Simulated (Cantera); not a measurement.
Feed: 1 mol TiO₂, 2.8 mol MgCl₂, 0.21 mol O₂, held at 3.53 Torr.

Cantera equilibrium calculation (NASA polynomials, part measured and part estimated; ideal gas, pure solids and liquids). Candidate condensed phases: Mg, MgCl₂, MgO, MgTiO₃, MgTi₂O₅, Mg₂TiO₄, Ti, TiCl₂, TiCl₃, TiCl₄, TiO, TiO₂, Ti₂O₃, Ti₃O₅, Ti₄O₇; 20 gas species. Mutual solubility and eutectic melting of coexisting phases are not modelled. Condensed phases not in the tables: TiOCl, alloys, solid solutions and most ternary compounds. Kinetics and transport are ignored.

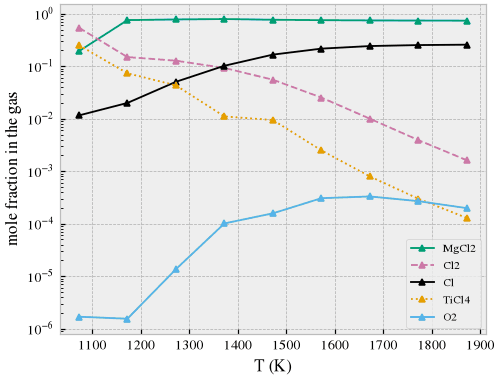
Equilibrium gas composition (values under 1e-9 drawn at 1e-9)

Question: Read off the mole fractions at 1073 K.

Answer: Cl₂ about 0.54, TiCl₄ about 0.25, MgCl₂ about 0.19, Cl about 0.012, O₂ about 1.7e-6.
